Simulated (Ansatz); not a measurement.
The calculation's input:

```
crystal:
  periodic: [false, false, false]
  atoms:
    - { symbol: C, position_ang: [-2.1548, 0.5775, 1.3] }
    - { symbol: Si, position_ang: [-0.7085, 1.2173, 0.3876] }
    - { symbol: O, position_ang: [0.6269, 0.3261, 0.72] }
    - { symbol: C, position_ang: [0.9707, -0.9073, 0.0472] }
    - { symbol: Si, position_ang: [1.94799, -2.23016, 0.90192] }
    - { symbol: H, position_ang: [-2.0595, 0.6878, 2.3705] }
    - { symbol: H, position_ang: [-2.4052, -0.4137, 1.0332] }
    - { symbol: H, position_ang: [-3.0414, 1.2456, 1.0335] }
    - { symbol: H, position_ang: [-0.4332, 2.6519, 0.7803] }
    - { symbol: H, position_ang: [-0.9423, 1.1496, -1.0495] }
    - { symbol: H, position_ang: [0.04912, -1.29661, -0.37047] }
    - { symbol: H, position_ang: [1.52822, -0.5801, -0.8958] }
    - { symbol: H, position_ang: [1.19366, -2.67706, 2.06264] }
    - { symbol: H, position_ang: [2.17939, -3.32534, -0.02718] }
    - { symbol: H, position_ang: [3.2456, -1.72529, 1.36752] }
basis:
  gaussian: { orbitals: def2-SVP }
hamiltonian:
  xc: b3lyp
  dispersion: d4
relax:
  f_tol: 0.015
  max_steps: 40
output:
  orbitals: {}
```

Command:

```sh
ansatz run input.yaml --threads 2 --pin off --max-ram 3072MiB --backend cpu --events-out ev --progress --plain --runs-dir out
```

The fields are those of the run's last geometry, not of the input's.

Level of theory: RKS B3LYP-D4/def2-SVP in Ansatz.

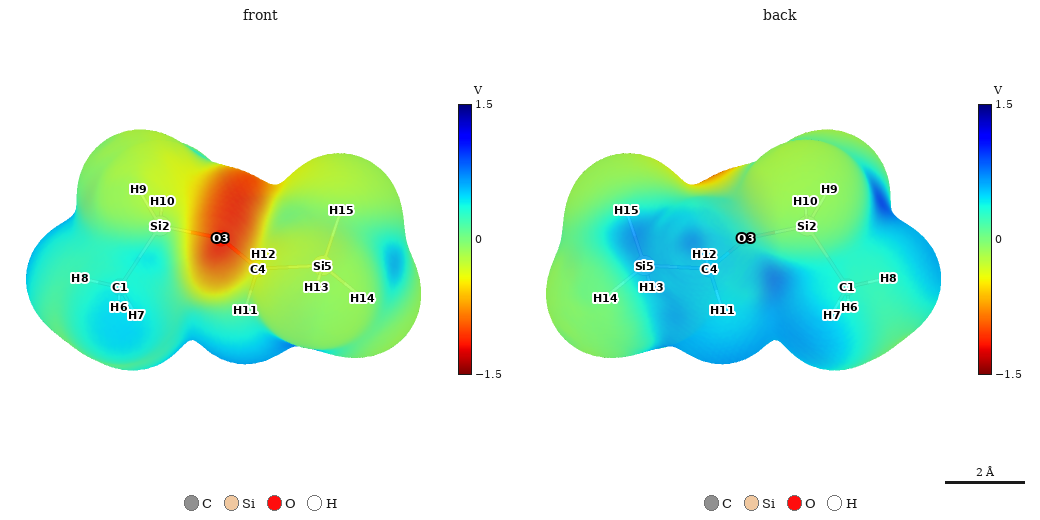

C2H10OSi2 (SMILES C[SiH2]OC[SiH3]). The molecular electrostatic potential painted on the density surface at 0.001 e/bohr³, seen from the front and from behind; red is negative and blue positive.

### Where is the surface potential most negative and most positive?

The most negative region (about −1.1 V, or −25 kcal/mol for a unit charge) lies over O3, the most positive (about +0.8 V, or +18 kcal/mol for a unit charge) over Si2 and C4. O3 is the likeliest acceptor of a hydrogen bond.
